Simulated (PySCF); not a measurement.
C$_{3}$H$_{10}$O$_{3}$Si$_{3}$

```xyz
19

C     2.7518   -1.8649    1.0099
C     2.6492   -1.1332    0.0608
Si    2.4495   -0.0008   -1.3942
O     1.0032    0.7338   -1.3733
Si   -0.5886    0.6373   -1.1951
O    -0.9552    1.9851   -0.3864
C    -2.1732    2.2594    0.2381
O    -1.0382   -0.6830   -0.3780
Si   -1.0228   -1.6198    0.9405
H     2.8465   -2.5057    1.8398
H     2.5225   -0.7985   -2.6212
H     3.3957    1.1104   -1.3108
H    -1.2319    0.4999   -2.4883
H    -2.0224    3.1007    0.9153
H    -2.9310    2.5232   -0.5036
H    -2.5245    1.3928    0.8042
H    -2.4421   -1.7812    1.2723
H    -0.3068   -0.9719    2.0392
H    -0.3916   -2.8742    0.5385
```

Geometry: GFN2-xTB.

Computed with PBE0/pcSseg-1, SCF density, gas phase, non-relativistic in PySCF 2.14.0.

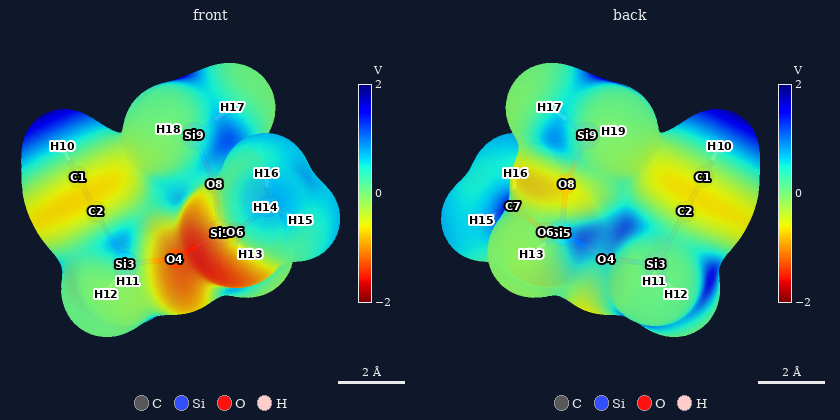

Figure 1. The molecular electrostatic potential painted on the density surface at 0.002 e/bohr³, seen from the front and from behind; red is negative and blue positive.

Question: Describe the electrostatic potential map.

Answer: The most negative region (about −1.5 V) lies over O6, the most positive (about +1.8 V) over Si9 and H10. O6 is the likeliest acceptor of a hydrogen bond.

Question: How polar is the molecule by this calculation?

Answer: Its dipole moment is 1.67 D.

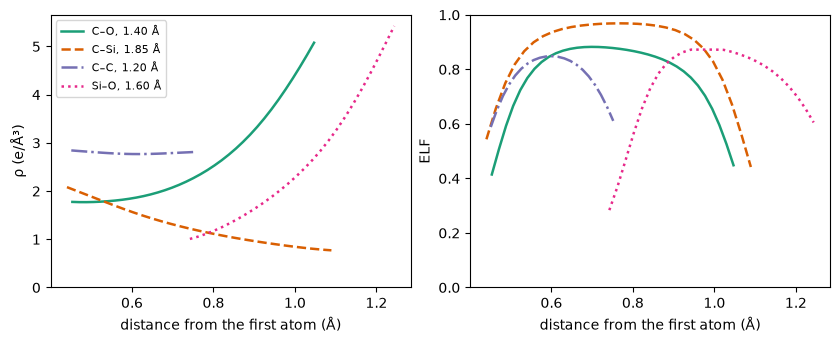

Figure 2. Total electron density and electron localisation function along straight lines between neighbouring atoms. The curves leave out the atomic cores.

Question: What can be read from the curves?

Answer: C–O (1.40 Å): the density is about 2.1 e/Å³ at the midpoint, with its minimum of 1.8 e/Å³ about 0.5 Å from C; the ELF peaks at about 0.90 between the atoms: a shared but strongly polarised pair.
C–Si (1.85 Å): ρ at the midpoint is about 0.93 e/Å³; the ELF peaks at about 0.95 between the atoms; a shared electron pair.
C–C (1.20 Å): the density is about 2.8 e/Å³ at the midpoint; the ELF peaks at about 0.85 between the atoms: a multiple bond.
Si–O (1.60 Å): ρ at the midpoint is about 1.2 e/Å³; the ELF peaks at about 0.85 between the atoms; a polar covalent bond.
